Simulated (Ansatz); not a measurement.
# Calculations on CH₈Si₂

**1. Relaxation**

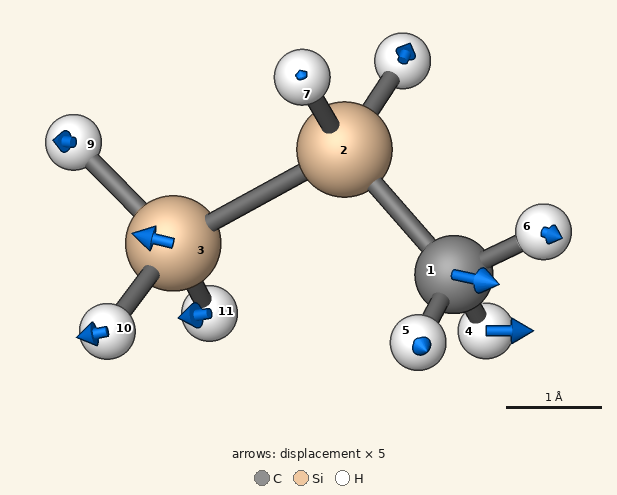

A relaxation of CH₈Si₂ (coarse preliminary run). The starting structure is drawn; blue arrows show the displacements, magnified 5 times. The two geometries are superimposed by the best rigid fit.

A ball-and-stick model, seen at a tilt.

Computed with Ansatz, RKS PBE-D4/def2-SVP.

Input file:
```yaml
crystal:
  periodic: [false, false, false]
  atoms:
    - {symbol: C, position_ang: [-0.957600, 0.900100, -0.953100]}
    - {symbol: Si, position_ang: [-0.507700, 0.242200, 0.668800]}
    - {symbol: Si, position_ang: [1.305600, -1.112600, 0.372900]}
    - {symbol: H, position_ang: [-1.193600, 0.165600, -1.679300]}
    - {symbol: H, position_ang: [-0.201200, 1.535000, -1.426300]}
    - {symbol: H, position_ang: [-1.880300, 1.611000, -0.859800]}
    - {symbol: H, position_ang: [-0.160300, 1.354900, 1.616200]}
    - {symbol: H, position_ang: [-1.594800, -0.515100, 1.242800]}
    - {symbol: H, position_ang: [1.774900, -1.679200, 1.728000]}
    - {symbol: H, position_ang: [2.471700, -0.333600, -0.161600]}
    - {symbol: H, position_ang: [1.008600, -2.225300, -0.528000]}
basis:
  gaussian: {orbitals: def2-SVP}
hamiltonian: {xc: pbe, dispersion: d4}
relax: {f_tol: 0.03, max_steps: 250}
```

What happened in the run?

The optimiser took 5 steps. The largest move after the best rigid fit is that of C1, 0.12 Å. Largest moves by element: C 0.12 Å, H 0.10 Å, Si 0.09 Å. Some distances before and after: C1–Si2 1.807 → 1.897 Å, Si2–Si3 2.283 → 2.354 Å, Si2–H8 1.444 → 1.508 Å, C1–H6 1.169 → 1.109 Å. Among the angles between lasting bonds that change: H5–C1–H6 103.1° → 108.2°, Si2–C1–H4 114.7° → 110.8°, C1–Si2–Si3 107.3° → 110.9°.

**2. Relaxation**

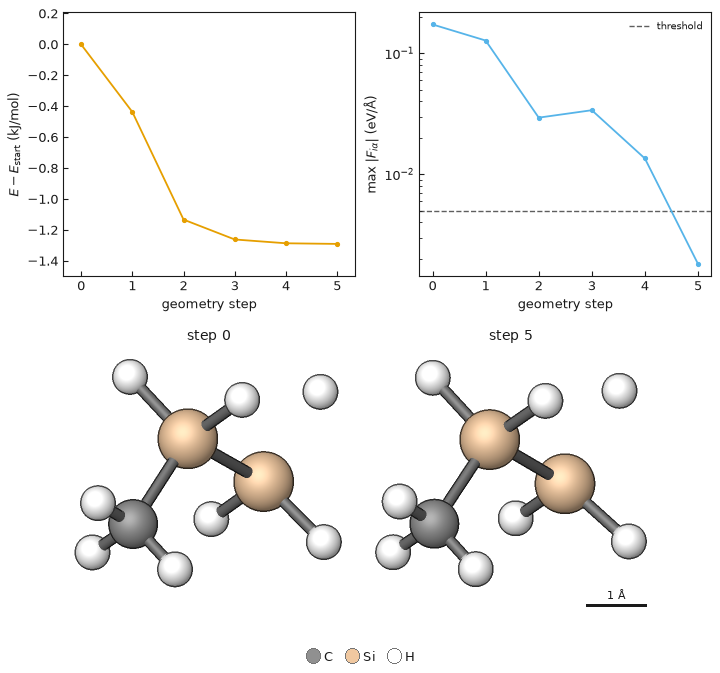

First and last geometry of a constrained relaxation of CH8Si2, with the history of the run. Style: ball-and-stick. Shown from a free direction.

Computed with Ansatz, RKS PBE0-D4/def2-TZVP. Settings: held fixed: the distance between atoms 3 (Si) and 9 (H), counting from 1; force threshold 0.005 eV/Å; at most 200 steps.

**Read the history and describe the run.**

It converged. An H atom moves most after the best rigid fit: 0.086 Å. Largest moves by element: H 0.086 Å, Si 0.039 Å, C 0.024 Å. Among the contacts that change: Si–Si 2.340 → 2.335 Å. Among the angles between lasting bonds that change: Si–Si–H 110.5° → 113.5°. Over 5 geometry steps the energy falls by 1.29 kJ/mol. Largest force component: 0.17 eV/Å at the start, 0.0018 eV/Å at the end. The run took of the order of 40 core-seconds on a shared host.

| step | E − E(0), kJ/mol | largest force component, eV/Å |
| --- | --- | --- |
| 0 | 0.00 | 0.1734 |
| 1 | -0.44 | 0.1277 |
| 2 | -1.13 | 0.0294 |
| 3 | -1.26 | 0.0339 |
| 4 | -1.29 | 0.0135 |
| 5 | -1.29 | 0.0018 |

**3. Scan**

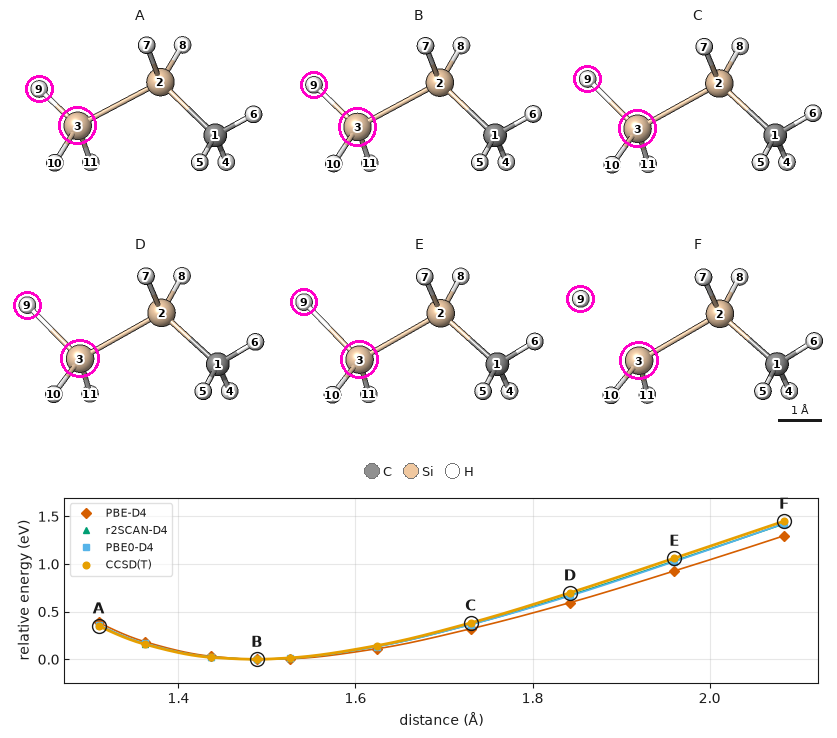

Energy scan for CH8Si2, in which the Si3–H9 distance is varied, with all other coordinates relaxed. The lettered frames are marked on the plot, at the values of CCSD(T). Style: ball-and-stick. Shown at a tilt. The ringed atoms are those of the scanned coordinate.

Levels of theory: CCSD(T), PBE0-D4, r2SCAN-D4, PBE-D4 (def2-TZVPP, Ansatz), on geometries relaxed under the constraint at PBE0-D4/def2-TZVP. Coupled cluster with a frozen core. Energies are counted from the PBE0-D4/def2-TZVP minimum geometry at the same level.

> Describe the profile.

With CCSD(T): the lowest computed point lies at the distance 1.488 Å (0.000 eV). The curvature at the lowest point is about 18 eV/Å² (2.9 mdyn/Å). The well is steeper on the short side, as for any bond. At 2.084 Å the levels give PBE-D4 1.296 eV, r2SCAN-D4 1.422 eV, PBE0-D4 1.425 eV, CCSD(T) 1.449 eV. Closest to CCSD(T) there is PBE0-D4.

**4. Scan**

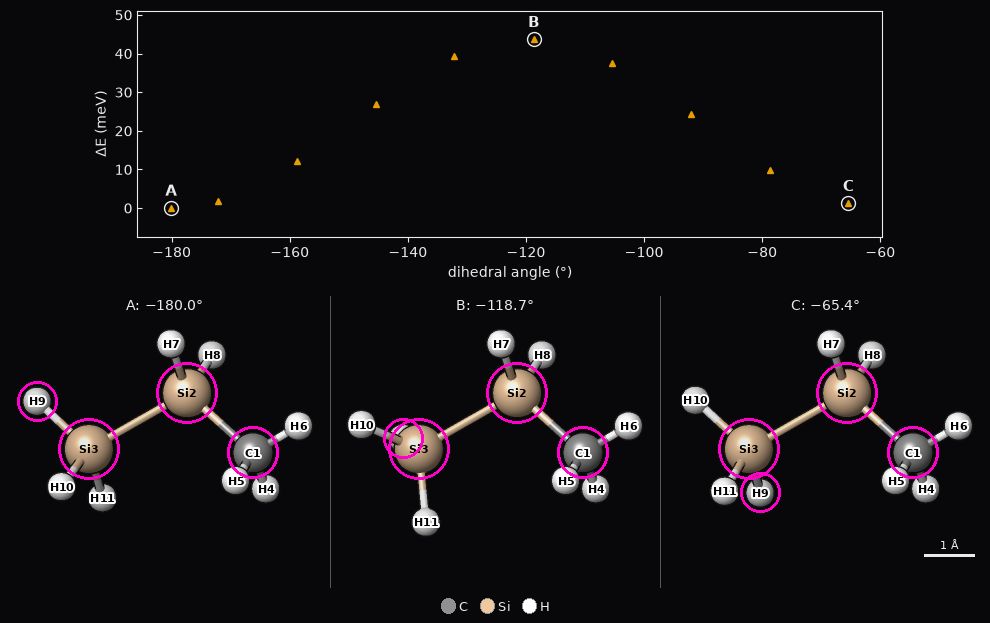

Energy scan for CH₈Si₂, in which the C1–Si2–Si3–H9 dihedral angle is varied, with the rest of the molecule carried along rigidly. The lettered frames are marked on the plot. A ball-and-stick model, seen at a tilt. The ringed atoms are those of the scanned coordinate.

Computed with Ansatz: PBE0-D4, basis def2-TZVPP, on geometries moved rigidly from the minimum at PBE0-D4/def2-TZVP. Energies are counted from the PBE0-D4/def2-TZVP minimum geometry at the same level.

What does the scan show?

The lowest computed point lies at the dihedral −180.0° (0.0 meV). A local maximum lies at −118.7° (43.7 meV). The highest point, at −118.7°, lies 43.7 meV above the lowest and gives an upper estimate of the barrier to rotation, since the rotor is rigid.

The computed points:

```
dihedral angle (°)  ΔE (meV)
            −180.0       0.0
            −172.1       1.8
            −158.7      12.2
            −145.4      26.9
            −132.1      39.4
            −118.7      43.7
            −105.4      37.6
             −92.1      24.3
             −78.7       9.8
             −65.4       1.2
```
